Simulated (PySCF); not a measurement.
# Run report: C7H14OS, NMR shielding calculation

- system: C7H14OS
- method: GIAO PBE0/pcSseg-1 NMR shielding, non-relativistic, gas phase (PySCF 2.14.0)

The geometry comes from this level: GFN2-xTB. It belongs to a series of runs on one base structure; here: CH2 inserted into a C-S bond. Figures and captions count atoms from 1; the log counts them from 0 in places.

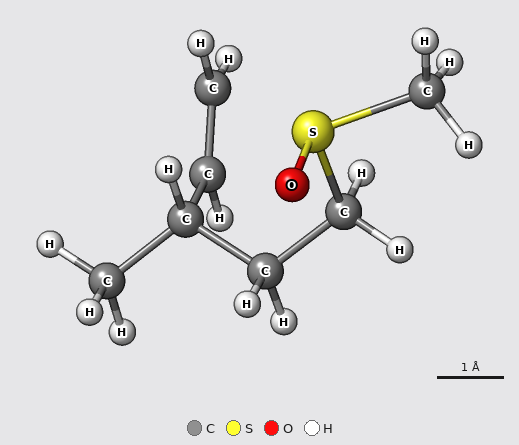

**Figure 1.** The structure (ball-and-stick view, seen at a tilt).

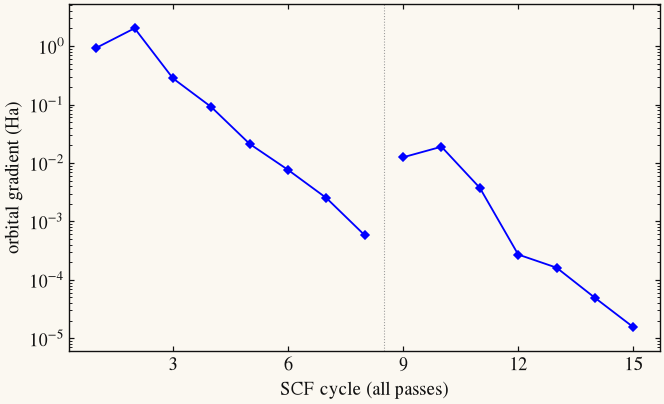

**Figure 2.** Convergence of the self-consistent field: orbital gradient against the SCF cycle. The dotted line marks the change from a coarse to the final integration grid. The first 8 cycles use a coarse grid, the final grid takes over at cycle 9, and the field converges after 15 cycles in all.

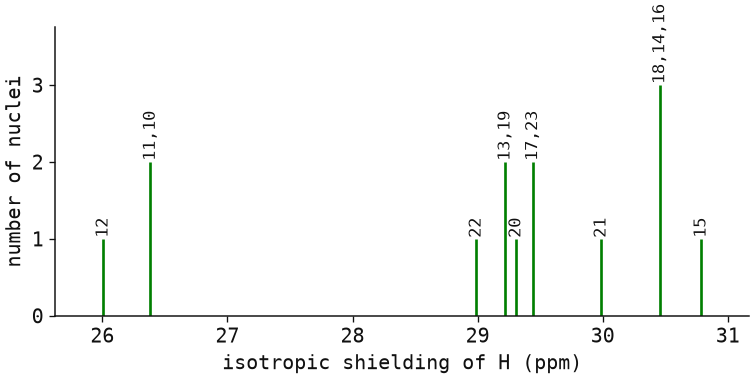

**Figure 3.** Isotropic shieldings of the hydrogen nuclei in this fixed geometry, labelled by atom number; shielding grows to the right, so chemical shift grows to the left. The least shielded is H12 (26.0 ppm), the most shielded H15 (30.8 ppm).

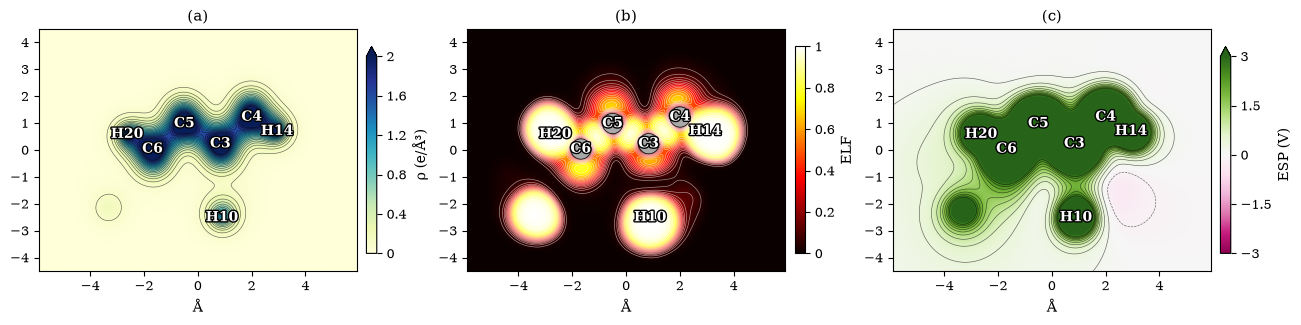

**Figure 4.** (a) electron density; (b) ELF; (c) molecular electrostatic potential on the plane of atoms C4, C3 and C5. Grey discs, where drawn, cover atomic cores. The plane passes through C and H nuclei.

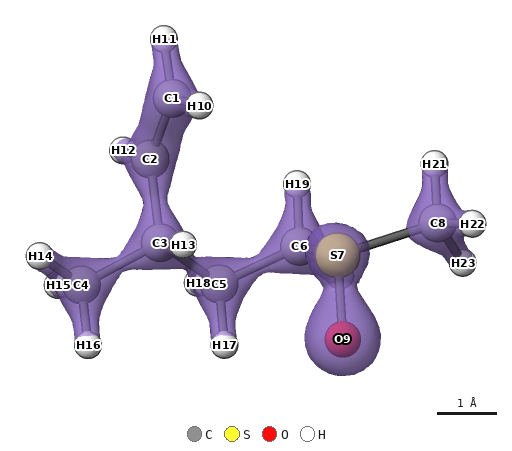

**Figure 5.** Isosurface of the electron density at 1.5 e/Å³ (purple), seen face on. At this value the surface falls into three separate pieces. It is pinched off along the C–S (1.85 Å) contacts. On the grid the lowest density along these lines, outside the cores, is 2.3 e/Å³ (C–C, 1.32 Å), 1.9 e/Å³ (S–O, 1.46 Å), 1.2 e/Å³ (C–S, 1.85 Å) and 1.9 e/Å³ (C–H, 1.08 Å).

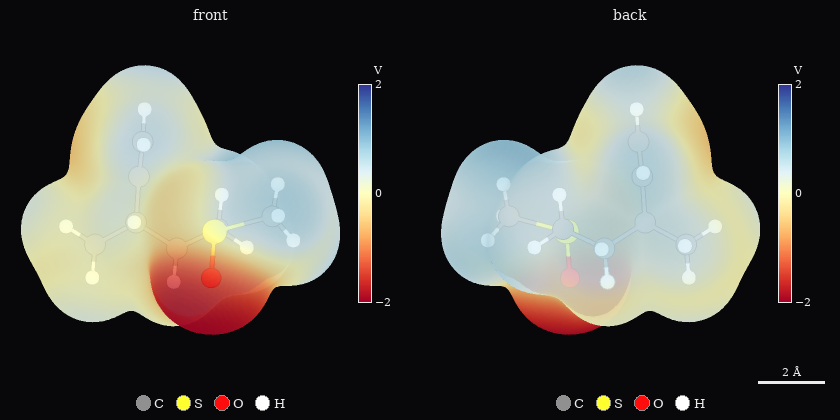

**Figure 6.** The molecular electrostatic potential painted on the density surface at 0.001 e/bohr³, seen at a tilt and from behind; the colour scale runs from red (negative) to blue (positive). Its dipole moment is 3.39 D.

The input that produced these results follows, with the program's output.

### Input
```
{"job": {"kind": "nmr", "xc": "PBE0", "basis": "pcSseg-1"}, "charge": 0, "multiplicity": 1}
C     -1.612556     1.453196    -1.368093
C     -1.784915     0.289077    -0.770868
C     -1.228212    -0.067441     0.574378
C     -2.352370    -0.529415     1.502921
C     -0.165520    -1.167008     0.438851
C      1.006872    -0.721762    -0.416370
S      1.832249     0.729726     0.403744
C      3.305357     0.714216    -0.715368
O      2.299473     0.238456     1.700655
H     -1.044955     2.245334    -0.906709
H     -2.033032     1.669239    -2.336094
H     -2.357197    -0.493803    -1.253133
H     -0.748274     0.815379     1.010430
H     -3.101805     0.251794     1.606202
H     -2.834481    -1.420831     1.106055
H     -1.955939    -0.761145     2.488316
H      0.210243    -1.419972     1.432903
H     -0.616413    -2.064139     0.006184
H      0.681645    -0.380542    -1.397570
H      1.742558    -1.518304    -0.513422
H      2.966897     0.880683    -1.731201
H      3.964359     1.519025    -0.406723
H      3.821265    -0.234778    -0.623866
```

The first line tells a small driver script what to run in PySCF; the rest is the geometry in Å.

Command:
```bash
OMP_NUM_THREADS=1 python <driver script> task.json out
```

### Output
```
coarse grid: 18992 points
cycle   1  E = -747.6523710103  dE =  1.194e+00  |g| = 9.311e-01  |ddm| = 4.271e+00
cycle   2  E = -746.9823875329  dE =  6.700e-01  |g| = 2.017e+00  |ddm| = 3.647e+00
cycle   3  E = -747.8118811232  dE = -8.295e-01  |g| = 2.803e-01  |ddm| = 3.104e+00
cycle   4  E = -747.8295581803  dE = -1.768e-02  |g| = 9.061e-02  |ddm| = 3.618e-01
cycle   5  E = -747.8314657362  dE = -1.908e-03  |g| = 2.118e-02  |ddm| = 1.018e-01
cycle   6  E = -747.8315653516  dE = -9.962e-05  |g| = 7.622e-03  |ddm| = 2.757e-02
cycle   7  E = -747.8315787635  dE = -1.341e-05  |g| = 2.513e-03  |ddm| = 7.985e-03
cycle   8  E = -747.8315802936  dE = -1.530e-06  |g| = 5.795e-04  |ddm| = 2.879e-03
final grid: 176624 points
cycle   9  E = -747.8997495674  dE = -5.411e-05  |g| = 1.251e-02  |ddm| = 4.376e-02
cycle  10  E = -747.8997051181  dE =  4.445e-05  |g| = 1.897e-02  |ddm| = 2.947e-02
cycle  11  E = -747.8997842519  dE = -7.913e-05  |g| = 3.748e-03  |ddm| = 2.126e-02
cycle  12  E = -747.8997870389  dE = -2.787e-06  |g| = 2.711e-04  |ddm| = 3.449e-03
cycle  13  E = -747.8997870532  dE = -1.430e-08  |g| = 1.617e-04  |ddm| = 4.960e-04
cycle  14  E = -747.8997870590  dE = -5.814e-09  |g| = 4.932e-05  |ddm| = 1.656e-04
cycle  15  E = -747.8997870596  dE = -5.668e-10  |g| = 1.553e-05  |ddm| = 5.618e-05
converged SCF energy = -747.8997870596

GIAO shielding tensors (ppm)
atom      isotropic    diamagn.    paramagn.     s11        s22        s33       span
  0 C       63.989     255.065    -191.076    -49.570     81.975    159.561    209.131
  1 C       33.752     259.396    -225.644    -85.894     42.502    144.647    230.541
  2 C      145.727     246.876    -101.149    135.201    142.574    159.405     24.204
  3 C      163.268     245.728     -82.459    148.088    154.823    186.895     38.806
  4 C      156.027     250.907     -94.880    138.775    151.160    178.146     39.372
  5 C      125.274     257.516    -132.242     99.737    111.145    164.940     65.203
  6 S      201.339    1054.855    -853.516     28.822    105.015    470.179    441.358
  7 C      140.868     254.466    -113.598    109.700    126.833    186.072     76.372
  8 O      304.201     398.684     -94.483     89.141    346.116    477.346    388.205
  9 H       26.400      32.750      -6.350     22.417     25.903     30.881      8.464
 10 H       26.369      29.476      -3.106     23.167     25.542     30.398      7.231
 11 H       26.007      33.329      -7.323     23.249     26.033     28.738      5.489
 12 H       29.204      34.056      -4.852     25.189     29.816     32.607      7.417
 13 H       30.457      28.676       1.780     25.977     28.000     37.393     11.416
 14 H       30.787      30.006       0.781     27.150     28.730     36.482      9.332
 15 H       30.465      29.673       0.792     25.850     28.546     36.998     11.148
 16 H       29.431      33.974      -4.543     24.910     29.608     33.776      8.866
 17 H       30.449      33.717      -3.268     25.398     29.625     36.324     10.926
 18 H       29.236      35.175      -5.939     24.853     30.663     32.192      7.339
 19 H       29.307      34.000      -4.693     24.551     29.281     34.088      9.537
 20 H       29.988      31.176      -1.188     26.103     28.216     35.643      9.540
 21 H       28.989      28.596       0.393     25.588     26.732     34.646      9.058
 22 H       29.450      30.231      -0.781     26.247     28.353     33.750      7.503
```

### Summary

```json
{"quantity": "outcome", "value": "converged"}
{"quantity": "total energy", "value": "−747.899787 hartree"}
{"quantity": "HOMO", "value": "−6.49 eV"}
{"quantity": "LUMO", "value": "0.22 eV"}
{"quantity": "dipole moment", "value": "3.39 D"}
{"quantity": "isotropic shielding, C", "value": "33.8 to 163.3 ppm"}
{"quantity": "isotropic shielding, S", "value": "201.3 ppm"}
{"quantity": "isotropic shielding, O", "value": "304.2 ppm"}
{"quantity": "isotropic shielding, H", "value": "26.0 to 30.8 ppm"}
{"quantity": "hardware", "value": "1 CPU thread, shared host"}
{"quantity": "wall time", "value": "2.2 min"}
{"quantity": "peak memory", "value": "1.1 GiB"}
```
